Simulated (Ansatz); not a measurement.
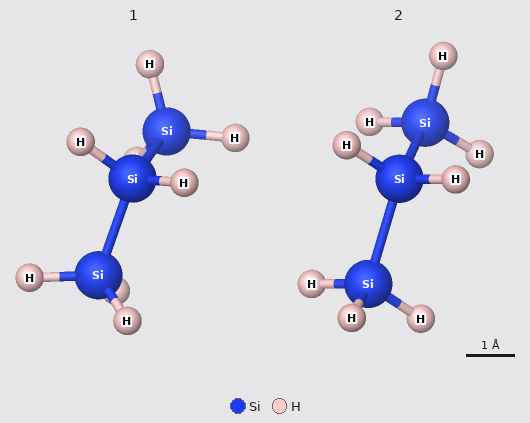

Two geometries of Si3H8, drawn at one scale. One is the start of a relaxation, the other its converged end. A ball-and-stick model, seen from a free direction.

Theory: RKS B3LYP/def2-SVP (Ansatz). (no spin polarisation; force threshold 0.02 eV/Å; at most 40 steps)

Q: Which geometry has the lower energy?

A: Structure 2 is the relaxed one. The run prepares the start of a later molecular dynamics calculation, from a guessed geometry. After 16 geometry steps the energy has fallen by 0.459 eV. Largest force component: 1 eV/Å at the start, 0.017 eV/Å at the end. The forces were under the threshold at step 7, but the run went on from there. An H atom moves most after the best rigid fit: 1.28 Å. Largest moves by element: H 1.28 Å, Si 0.24 Å. Among the contacts that change: Si–Si 2.218 → 2.359 Å, H–Si 1.460 → 1.496 Å. Bond angles that change, for instance: Si–Si–Si 109.5° → 112.0°. Groups turn about Si–Si by about 50°, Si–Si by about 35°.
